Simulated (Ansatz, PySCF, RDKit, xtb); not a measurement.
# C6H8Si: ranking a sample of isomers, part 2 of 2

A sample of isomers of C6H8Si is drawn. Aim: find which of them has the lowest free energy at 298.15 K, then its properties. The sample is small against all isomers, and the most stable one of this formula need not be in it.

xtb, Ansatz and PySCF; isolated molecules.

## 11. c514a at CCSD(T)/def2-SVP

The input, input.yaml:

```yaml
crystal:
  periodic: [false, false, false]
  atoms:
    - {symbol: C, position_ang: [-1.812977, 3.529007, 0.753588]}
    - {symbol: C, position_ang: [-1.491318, 2.354637, 0.655595]}
    - {symbol: C, position_ang: [-1.135269, 0.996692, 0.468323]}
    - {symbol: C, position_ang: [-0.678469, 0.240274, 1.515946]}
    - {symbol: C, position_ang: [-0.288899, -1.146055, 1.430343]}
    - {symbol: C, position_ang: [0.157861, -1.862807, 2.482787]}
    - {symbol: Si, position_ang: [-1.325997, 0.310763, -1.291723]}
    - {symbol: H, position_ang: [-2.091765, 4.561023, 0.857155]}
    - {symbol: H, position_ang: [-0.007167, -0.151823, -1.822339]}
    - {symbol: H, position_ang: [-2.261487, -0.855108, -1.304906]}
    - {symbol: H, position_ang: [-1.863029, 1.387949, -2.167497]}
    - {symbol: H, position_ang: [-0.596014, 0.711404, 2.505132]}
    - {symbol: H, position_ang: [-0.363371, -1.636218, 0.450277]}
    - {symbol: H, position_ang: [0.444564, -2.912394, 2.380392]}
    - {symbol: H, position_ang: [0.246633, -1.410380, 3.476327]}
basis:
  gaussian:
    orbitals: def2-SVP
correlation:
  method: ccsd_t
  frozen_orbitals: {Si: 5, C: 1, H: 0}
```

Started as:

```
ansatz run input.yaml --threads 2 --pin off --max-ram 5220MiB --events-out events.jsonl --progress --plain --runs-dir runs
```

Output, shortened:

```text
Warning: RAYON_NUM_THREADS=2 ignored (pool sized by the plan → 2); use --threads N
Functional definition: HF
  name "HF"
[...]
1454 factors; integrals over basis functions are off by at most 1.3e-3 eV
[...]
mean field -14161.54068900 eV, -520.4270212837 hartree, gradient 2.4e-6 eV, S^2 0.000000; 0 other end points of the search recorded, 0 dependent functions left out; unrestricted orbitals would lower it
11 core orbitals not correlated: weight in the atoms' cores, before any rotation towards them, 1.000 or more for the frozen orbitals, at most 0.000 for the correlated occupied ones
reference -14161.54068900 eV, -520.4270212837 hartree; 18, 18 occupied and 113, 113 virtual orbitals, 1454 factors
second order -23.95235876 eV of doubles, -0.00000000 eV of singles
cycle   1  -24.66690799 eV  change   -7.1e-1 eV  update   1.3e-1
[...]
cycle  11  -25.70474906 eV  change    9.5e-6 eV  update   1.3e-5
perturbative correction -1.10681744 eV, -0.0406747906 hartree
Total energy: -14188.35225549 eV, -521.4123281787 hartree
```

Wall time 14 s (2 threads of Intel Xeon 6975P-C (Granite Rapids), shared host); peak memory 1.2 GiB.

For c632a, c514a, c032a, c329a, c160a, c976a the log finds that unrestricted Hartree-Fock orbitals lie lower, a sign to watch the closed-shell reference there.

## 12. The ranking

Energies in kcal/mol from c632a; G adds the thermal terms to the CCSD(T)/def2-SVP + MP2/def2-TZVPP - MP2/def2-SVP energy. The columns left of the relaxed level are at the tight-binding geometries.

```tsv
label	SMILES	spin	GFN2-xTB	HF/STO-3G	r2SCAN-D4/def2-SVP	r2SCAN-D4/def2-SVP, relaxed	HF/def2-SVP	MP2/def2-SVP	CCSD(T)/def2-SVP + MP2/def2-TZVPP - MP2/def2-SVP	G	share at equilibrium	T1
c632a	C#C/C([SiH3])=C\C=C	singlet	0.0	0.0	0.0	0.0	0.0	0.0	0.0	0.0	88.5 %	0.013
c976a	C#C/C(C=C)=C\[SiH3]	singlet	2.2	1.6	3.3	3.4	2.8	2.3	1.8	1.7	5.4 %	0.013
c032a	C#C/C=C(/[SiH3])C=C	singlet	1.5	2.4	2.2	2.2	3.3	2.3	1.8	2.2	2.3 %	0.013
c514a	C#C/C([SiH3])=C/C=C	singlet	0.2	1.4	1.8	1.8	2.7	2.2	2.1	2.3	1.9 %	0.013
c329a	C#C/C=C/C(=C)[SiH3]	singlet	1.7	2.2	2.5	2.5	2.7	2.6	2.2	2.4	1.5 %	0.013
c160a	C#C/C=C(\[SiH3])C=C	singlet	1.8	2.9	2.8	2.8	4.7	3.3	3.0	3.3	0.4 %	0.013
```

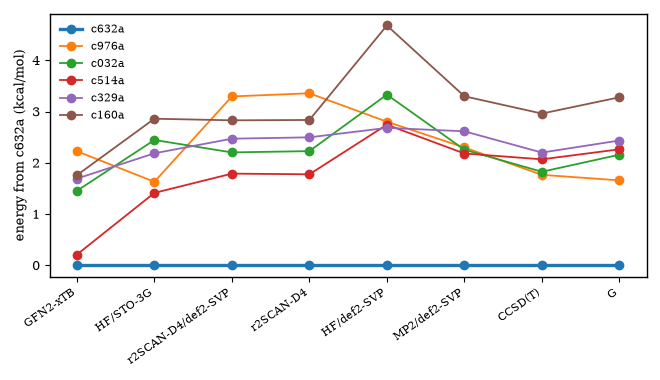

The finalists at each level, measured from c632a.

Lowest found: c632a, `C#C/C([SiH3])=C\C=C`, a singlet. Bond lengths: C1–C2 1.222 Å, C2–C3 1.418 Å, C3–C4 1.371 Å, C4–C5 1.445 Å, C5–C6 1.349 Å, C3–Si7 1.885 Å, C1–H8 1.074 Å, Si7–H9 1.493 Å, Si7–H10 1.493 Å, Si7–H11 1.493 Å, C4–H12 1.098 Å, C5–H13 1.097 Å, C6–H14 1.093 Å, C6–H15 1.096 Å. Some angles: C1–C2–C3 175.6°, C2–C3–C4 122.8°, C2–C3–Si7 115.9°, C4–C3–Si7 121.3°, C3–C4–C5 125.2°, C4–C5–C6 123.3°, C2–C1–H8 178.9°, C3–C4–H12 118.3°, C5–C4–H12 116.5°, C4–C5–H13 116.7°.

```xyz
15

C     0.6824   -3.0795   -2.4426
C     0.2337   -2.5545   -1.4350
C    -0.3623   -2.0232   -0.2632
C     0.1071   -0.8991    0.3648
C     1.2435   -0.1180   -0.0656
C     1.6732    0.9836    0.5829
Si   -1.8596   -2.9597    0.3967
H     1.0910   -3.5271   -3.3294
H    -2.9430   -2.9943   -0.6304
H    -1.4853   -4.3666    0.7291
H    -2.3507   -2.2651    1.6242
H    -0.4117   -0.5528    1.2679
H     1.7640   -0.4614   -0.9682
H     2.5372    1.5538    0.2319
H     1.1675    1.3431    1.4859
```

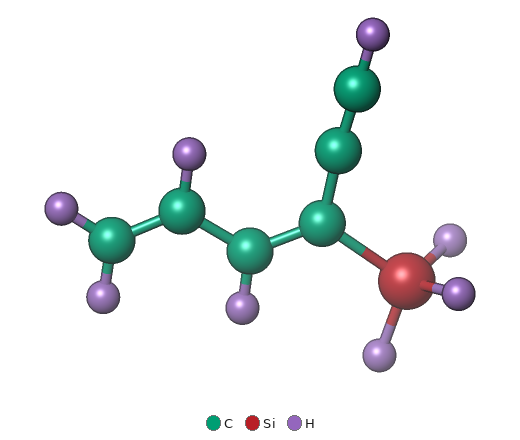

The lowest structure found, seen from a chosen angle (carbon teal, silicon red, hydrogen purple).

## 13. Density, orbitals and dipole (PBE0/def2-SVPD)

The input, input.yaml:

```yaml
crystal:
  periodic: [false, false, false]
  atoms:
    - symbol: C
      position_ang: [0.682442, -3.079519, -2.442604]
    - symbol: C
      position_ang: [0.233689, -2.554549, -1.435028]
    - symbol: C
      position_ang: [-0.362343, -2.023198, -0.263199]
    - symbol: C
      position_ang: [0.107131, -0.899113, 0.364758]
    - symbol: C
      position_ang: [1.243527, -0.117999, -0.065636]
    - symbol: C
      position_ang: [1.673180, 0.983567, 0.582898]
    - symbol: Si
      position_ang: [-1.859626, -2.959740, 0.396671]
    - symbol: H
      position_ang: [1.090999, -3.527122, -3.329381]
    - symbol: H
      position_ang: [-2.943013, -2.994296, -0.630411]
    - symbol: H
      position_ang: [-1.485296, -4.366552, 0.729098]
    - symbol: H
      position_ang: [-2.350683, -2.265123, 1.624212]
    - symbol: H
      position_ang: [-0.411719, -0.552823, 1.267867]
    - symbol: H
      position_ang: [1.764021, -0.461354, -0.968249]
    - symbol: H
      position_ang: [2.537217, 1.553849, 0.231887]
    - symbol: H
      position_ang: [1.167497, 1.343073, 1.485923]
basis:
  gaussian:
    orbitals: def2-SVPD
hamiltonian:
  xc: pbe0
output:
  forces: true
  orbitals: {seedname: orbitals}
```

Started as:

```
ansatz run input.yaml --threads 2 --pin off --max-ram 5220MiB --events-out events.jsonl --progress --plain --runs-dir runs
```

Output, shortened:

```text
Warning: RAYON_NUM_THREADS=2 ignored (pool sized by the plan → 2); use --threads N
Functional definition: PBE0
  name "PBE0"
[...]
1771 factors; their error is unknown
[...]
mean field -14208.96414807 eV, -522.1698012599 hartree, gradient 3.9e-5 eV, S^2 0.000000; 0 other end points of the search recorded, 0 dependent functions left out
[...]
reference -14208.96419056 eV, -522.1698028214 hartree; 29, 29 occupied and 179, 179 virtual orbitals, 1771 factors
[...]
Atom 10 at    -2.350683    -2.265123     1.624212 Å, force     0.001210     0.005247     0.003701 eV/Å
Atom 11 at    -0.411719    -0.552823     1.267867 Å, force     0.033869    -0.042187    -0.077869 eV/Å
Atom 12 at     1.764021    -0.461354    -0.968249 Å, force    -0.032973     0.047834     0.083718 eV/Å
Atom 13 at     2.537217     1.553849     0.231887 Å, force    -0.073491    -0.054925     0.023414 eV/Å
Atom 14 at     1.167497     1.343073     1.485923 Å, force     0.049184    -0.025122    -0.077962 eV/Å
Dipole moment:     0.117428     0.168169     0.043515 e Å
```

It took 5.4 s on 2 threads of Intel Xeon 6975P-C (Granite Rapids), shared host; peak memory 0.66 GiB.

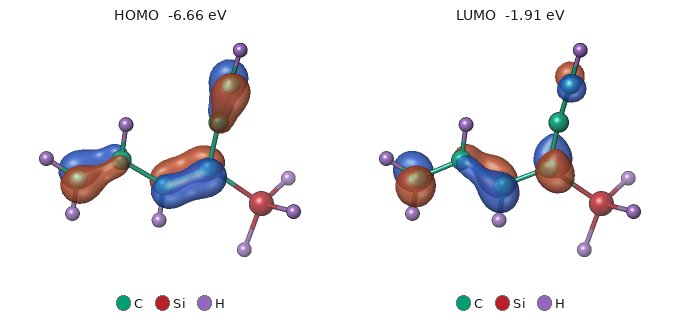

Frontier orbitals of this run, surfaces at ±0.2 Å^-3/2.

## 14. Electronic excitations (TD-PBE0/def2-SVPD)

An in-house driver calls PySCF's response routines at TD-PBE0/def2-SVPD; it has no typed input.

Output:

```text
coarse grid: 13104 points
cycle   1  E = -522.0653404375  dE =  5.908e-01  |g| = 3.281e-01  |ddm| = 1.073e+01
cycle   2  E = -522.0729445204  dE = -7.604e-03  |g| = 2.824e-01  |ddm| = 1.986e+00
cycle   3  E = -522.0962599084  dE = -2.332e-02  |g| = 4.682e-02  |ddm| = 7.508e-01
cycle   4  E = -522.0964666046  dE = -2.067e-04  |g| = 3.942e-02  |ddm| = 2.059e-01
cycle   5  E = -522.0968319612  dE = -3.654e-04  |g| = 1.125e-02  |ddm| = 8.264e-02
cycle   6  E = -522.0968657853  dE = -3.382e-05  |g| = 3.076e-03  |ddm| = 3.260e-02
cycle   7  E = -522.0968681939  dE = -2.409e-06  |g| = 9.074e-04  |ddm| = 6.885e-03
final grid: 122152 points
cycle   8  E = -522.1698711999  dE = -2.554e-05  |g| = 5.801e-03  |ddm| = 1.782e-01
cycle   9  E = -522.1698655946  dE =  5.605e-06  |g| = 7.245e-03  |ddm| = 2.881e-02
cycle  10  E = -522.1698798504  dE = -1.426e-05  |g| = 2.233e-03  |ddm| = 1.520e-02
cycle  11  E = -522.1698812213  dE = -1.371e-06  |g| = 2.737e-04  |ddm| = 3.686e-03
cycle  12  E = -522.1698812334  dE = -1.214e-08  |g| = 1.847e-04  |ddm| = 1.081e-03
cycle  13  E = -522.1698812431  dE = -9.634e-09  |g| = 2.614e-05  |ddm| = 4.023e-04
cycle  14  E = -522.1698812432  dE = -1.673e-10  |g| = 7.144e-06  |ddm| = 1.021e-04
converged SCF energy = -522.1698812432

Static polarisability (au): isotropic 113.627, principal 67.326 110.800 162.755

Singlet excitations
state   eV       nm        f      main configurations
  1   4.4759    277.0   0.00031   H-1->L 0.97
  2   4.5152    274.6   0.55640   H->L 0.94
  3   5.6777    218.4   0.00003   H->L+1 0.83
  4   5.7954    213.9   0.11581   H-2->L 0.77, H->L+2 0.18
  5   6.2174    199.4   0.14750   H->L+2 0.58, H-1->L+1 0.13, H-3->L 0.09
  6   6.2843    197.3   0.00244   H->L+3 0.73, H->L+1 0.12
  7   6.4162    193.2   0.00682   H-4->L 0.65, H-5->L 0.26
  8   6.7369    184.0   0.00927   H->L+4 0.72, H->L+6 0.10

Triplet excitations (Tamm-Dancoff, eV): 2.4331 4.2048 4.2240
```

It took 14 s on 2 threads of Intel Xeon 6975P-C (Granite Rapids), shared host; peak memory 0.98 GiB.

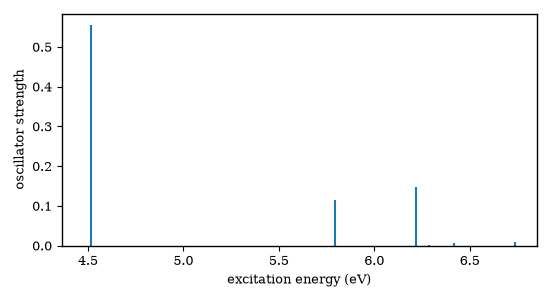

Vertical excitations as sticks.

The roots found:

```tsv
excited state	energy (eV)	strength
1	4.476	0.0003
2	4.515	0.5564
3	5.678	0.0000
4	5.795	0.1158
5	6.217	0.1475
6	6.284	0.0024
7	6.416	0.0068
8	6.737	0.0093
```

## 15. NMR shieldings (GIAO PBE0/pcSseg-1)

An in-house driver calls PySCF's response routines at GIAO PBE0/pcSseg-1; it has no typed input.

Output:

```text
coarse grid: 13104 points
cycle   1  E = -522.3021965184  dE =  6.479e-01  |g| = 3.479e-01  |ddm| = 3.739e+00
cycle   2  E = -522.3108632839  dE = -8.667e-03  |g| = 3.008e-01  |ddm| = 8.425e-01
cycle   3  E = -522.3356988659  dE = -2.484e-02  |g| = 4.298e-02  |ddm| = 3.938e-01
cycle   4  E = -522.3358542522  dE = -1.554e-04  |g| = 3.624e-02  |ddm| = 7.076e-02
cycle   5  E = -522.3361492326  dE = -2.950e-04  |g| = 1.145e-02  |ddm| = 3.623e-02
cycle   6  E = -522.3361831625  dE = -3.393e-05  |g| = 3.205e-03  |ddm| = 1.332e-02
cycle   7  E = -522.3361856946  dE = -2.532e-06  |g| = 8.866e-04  |ddm| = 3.425e-03
final grid: 122152 points
cycle   8  E = -522.3793172847  dE = -2.446e-05  |g| = 6.088e-03  |ddm| = 5.933e-02
cycle   9  E = -522.3793117687  dE =  5.516e-06  |g| = 7.454e-03  |ddm| = 1.323e-02
cycle  10  E = -522.3793262752  dE = -1.451e-05  |g| = 2.360e-03  |ddm| = 7.980e-03
cycle  11  E = -522.3793277613  dE = -1.486e-06  |g| = 3.053e-04  |ddm| = 1.978e-03
cycle  12  E = -522.3793277748  dE = -1.352e-08  |g| = 2.042e-04  |ddm| = 4.829e-04
cycle  13  E = -522.3793277863  dE = -1.154e-08  |g| = 2.832e-05  |ddm| = 2.178e-04
cycle  14  E = -522.3793277865  dE = -1.698e-10  |g| = 7.138e-06  |ddm| = 3.044e-05
converged SCF energy = -522.3793277865

GIAO shielding tensors (ppm)
atom      isotropic    diamagn.    paramagn.     s11        s22        s33       span
  0 C       82.509     260.132    -177.623     33.444     45.479    168.605    135.161
  1 C      100.292     250.839    -150.547     -3.156      0.852    303.179    306.335
  2 C       62.336     257.563    -195.227    -26.891     50.639    163.261    190.152
  3 C       19.944     256.278    -236.334   -109.214     34.764    134.284    243.498
  4 C       40.154     255.707    -215.553    -76.848     38.701    158.610    235.458
  5 C       52.636     255.273    -202.638    -56.312     57.149    157.069    213.381
  6 Si     409.067     878.374    -469.307    369.176    394.990    463.034     93.858
  7 H       27.278      33.009      -5.731     23.927     24.496     33.410      9.483
  8 H       26.893      26.878       0.016     23.904     25.349     31.427      7.523
  9 H       26.894      26.054       0.839     23.902     25.354     31.425      7.523
 10 H       27.145      27.511      -0.365     23.871     26.065     31.501      7.629
 11 H       24.303      33.819      -9.516     20.399     22.981     29.530      9.131
 12 H       23.951      31.728      -7.776     20.507     21.808     29.539      9.032
 13 H       25.531      29.183      -3.652     23.185     24.633     28.775      5.590
 14 H       25.556      31.492      -5.936     22.386     24.905     29.377      6.991
```

Run time: 8.7 s. Hardware: 2 threads of Intel Xeon 6975P-C (Granite Rapids), shared host; peak memory 0.98 GiB.

Isotropic shieldings (absolute, not shifts):

```tsv
atoms	shielding (ppm)
C1	82.5
C2	100.3
C3	62.3
C4	19.9
C5	40.2
C6	52.6
Si7	409.1
H8	27.28
H9	26.89
H10	26.89
H11	27.15
H12	24.30
H13	23.95
H14	25.53
H15	25.56
```

## 16. The cation at the same geometry (PBE0/def2-SVPD)

The input, input.yaml:

```yaml
crystal:
  periodic: [false, false, false]
  atoms:
    - {symbol: C, position_ang: [0.682442, -3.079519, -2.442604]}
    - {symbol: C, position_ang: [0.233689, -2.554549, -1.435028]}
    - {symbol: C, position_ang: [-0.362343, -2.023198, -0.263199]}
    - {symbol: C, position_ang: [0.107131, -0.899113, 0.364758]}
    - {symbol: C, position_ang: [1.243527, -0.117999, -0.065636]}
    - {symbol: C, position_ang: [1.673180, 0.983567, 0.582898]}
    - {symbol: Si, position_ang: [-1.859626, -2.959740, 0.396671]}
    - {symbol: H, position_ang: [1.090999, -3.527122, -3.329381]}
    - {symbol: H, position_ang: [-2.943013, -2.994296, -0.630411]}
    - {symbol: H, position_ang: [-1.485296, -4.366552, 0.729098]}
    - {symbol: H, position_ang: [-2.350683, -2.265123, 1.624212]}
    - {symbol: H, position_ang: [-0.411719, -0.552823, 1.267867]}
    - {symbol: H, position_ang: [1.764021, -0.461354, -0.968249]}
    - {symbol: H, position_ang: [2.537217, 1.553849, 0.231887]}
    - {symbol: H, position_ang: [1.167497, 1.343073, 1.485923]}
basis:
  gaussian:
    orbitals: def2-SVPD
total_charge: 1
magnetization:
  spin_polarized: true
  initial_magnetization: 1
hamiltonian:
  xc: {name: PBE0}
```

Started as:

```
ansatz run input.yaml --threads 2 --pin off --max-ram 5220MiB --events-out events.jsonl --progress --plain --runs-dir runs
```

Output, shortened:

```text
Warning: RAYON_NUM_THREADS=2 ignored (pool sized by the plan → 2); use --threads N
[... 2 set-up lines as earlier in the session ...]
[...]
1771 factors; their error is unknown
[...]
mean field -14200.62831231 eV, -521.8634649459 hartree, gradient 3.2e-5 eV, S^2 0.779092; 2 other end points of the search recorded, 0 dependent functions left out
reference -14200.62835258 eV, -521.8634664257 hartree; 29, 28 occupied and 179, 180 virtual orbitals, 1771 factors
Total energy: -14200.62835258 eV, -521.8634664257 hartree
```

It took 8.1 s on 2 threads of Intel Xeon 6975P-C (Granite Rapids), shared host; peak memory 0.82 GiB.

Difference from the parent: 8.34 eV.

## 17. The anion at the same geometry (PBE0/def2-SVPD)

Changes to input.yaml since step 16:

```diff
@@ -19,9 +19,6 @@
 basis:
-  gaussian:
-    orbitals: def2-SVPD
-total_charge: 1
-magnetization:
-  spin_polarized: true
-  initial_magnetization: 1
-hamiltonian:
-  xc: {name: PBE0}
+  gaussian: {orbitals: def2-SVPD}
+hamiltonian: {xc: {name: PBE0}}
+scf: {lower_state_search: off}
+total_charge: -1
+magnetization: {spin_polarized: true, initial_magnetization: 1}
```

Started as:

```
ansatz run input.yaml --threads 2 --pin off --max-ram 5220MiB --events-out events.jsonl --progress --plain --runs-dir runs
```

Output, shortened:

```text
Warning: RAYON_NUM_THREADS=2 ignored (pool sized by the plan → 2); use --threads N
[... 2 set-up lines as earlier in the session ...]
[...]
1771 factors; their error is unknown
[...]
mean field -14209.27759952 eV, -522.1813203881 hartree, gradient 5.2e-6 eV, S^2 0.764483; 0 other end points of the search recorded, 0 dependent functions left out
reference -14209.27764411 eV, -522.1813220266 hartree; 30, 29 occupied and 178, 179 virtual orbitals, 1771 factors
Total energy: -14209.27764411 eV, -522.1813220266 hartree
Checks for a lower state left out: stability, starts, cluster_reference, orbital_swaps, neighbouring_geometries, increment
```

Wall time 5.4 s (2 threads of Intel Xeon 6975P-C (Granite Rapids), shared host); peak memory 0.74 GiB.

Parent less the species with the added electron: 0.31 eV.

## 18. The triplet at the same geometry (PBE0/def2-SVPD)

The input, input.yaml:

```yaml
crystal:
  periodic: [false, false, false]
  atoms:
    - symbol: C
      position_ang: [0.682442, -3.079519, -2.442604]
    - symbol: C
      position_ang: [0.233689, -2.554549, -1.435028]
    - symbol: C
      position_ang: [-0.362343, -2.023198, -0.263199]
    - symbol: C
      position_ang: [0.107131, -0.899113, 0.364758]
    - symbol: C
      position_ang: [1.243527, -0.117999, -0.065636]
    - symbol: C
      position_ang: [1.673180, 0.983567, 0.582898]
    - symbol: Si
      position_ang: [-1.859626, -2.959740, 0.396671]
    - symbol: H
      position_ang: [1.090999, -3.527122, -3.329381]
    - symbol: H
      position_ang: [-2.943013, -2.994296, -0.630411]
    - symbol: H
      position_ang: [-1.485296, -4.366552, 0.729098]
    - symbol: H
      position_ang: [-2.350683, -2.265123, 1.624212]
    - symbol: H
      position_ang: [-0.411719, -0.552823, 1.267867]
    - symbol: H
      position_ang: [1.764021, -0.461354, -0.968249]
    - symbol: H
      position_ang: [2.537217, 1.553849, 0.231887]
    - symbol: H
      position_ang: [1.167497, 1.343073, 1.485923]
basis:
  gaussian:
    orbitals: def2-SVPD
magnetization:
  spin_polarized: true
  initial_magnetization: 2
hamiltonian:
  xc: {name: PBE0}
```

Started as:

```
ansatz run input.yaml --threads 2 --pin off --max-ram 5220MiB --events-out events.jsonl --progress --plain --runs-dir runs
```

Output, shortened:

```text
Warning: RAYON_NUM_THREADS=2 ignored (pool sized by the plan → 2); use --threads N
[... 2 set-up lines as earlier in the session ...]
[...]
1771 factors; their error is unknown
[...]
mean field -14206.49957672 eV, -522.0792299333 hartree, gradient 1.5e-5 eV, S^2 2.033226; 2 other end points of the search recorded, 0 dependent functions left out
reference -14206.49961955 eV, -522.0792315073 hartree; 30, 28 occupied and 178, 180 virtual orbitals, 1771 factors
Total energy: -14206.49961955 eV, -522.0792315073 hartree
```

It took 9 s on 2 threads of Intel Xeon 6975P-C (Granite Rapids), shared host; peak memory 0.83 GiB.

It lies 2.46 eV above the singlet.

## 19. Summary of results

This closing draws on all 2 parts.

| quantity | value |
| --- | --- |
| lowest structure found | C#C/C([SiH3])=C\C=C, singlet |
| next finalist | C#C/C(C=C)=C\[SiH3], singlet, 1.7 kcal/mol higher in G |
| share at equilibrium, among the finalists | 88.5 % |
| funnel | 11 starts, 11 minima at GFN2-xTB, 13 screening runs, 6 relaxed, 6 ranked |
| CPU time of all runs | 11 min |
| dipole moment (PBE0/def2-SVPD) | 1.01 D |
| HOMO energy (PBE0/def2-SVPD) | -6.66 eV |
| LUMO energy (PBE0/def2-SVPD) | -1.91 eV |
| HOMO–LUMO gap (PBE0/def2-SVPD) | 4.75 eV |
| lowest excitation (TD-PBE0/def2-SVPD) | 4.48 eV (f = 0.000) |
| strongest of the states computed, same level | 4.52 eV (f = 0.556) |
| lowest triplet excitation, same level, Tamm-Dancoff | 2.43 eV |
| vertical ionisation energy | 8.34 eV |
| vertical electron affinity | 0.31 eV |
| vertical triplet less singlet | +2.46 eV |

`C#C/C([SiH3])=C\C=C` comes out lowest. The margin, 1.7 kcal/mol, is modest. GFN2-xTB, HF/STO-3G, r2SCAN-D4/def2-SVP, r2SCAN-D4/def2-SVP, relaxed, HF/def2-SVP and MP2/def2-SVP already put its bonding pattern lowest among the structures in one piece. The largest share of the time went into the final energies (46 %). The search is not exhaustive (a finite list of starts, one conformer a finalist), so a lower isomer can't be ruled out. Only 11 drawn patterns were tried, so whole families of isomers are missing, and the result ranks this sample alone. The lowest isomer need not be the one that is made and kept in a bottle, which depends on barriers.
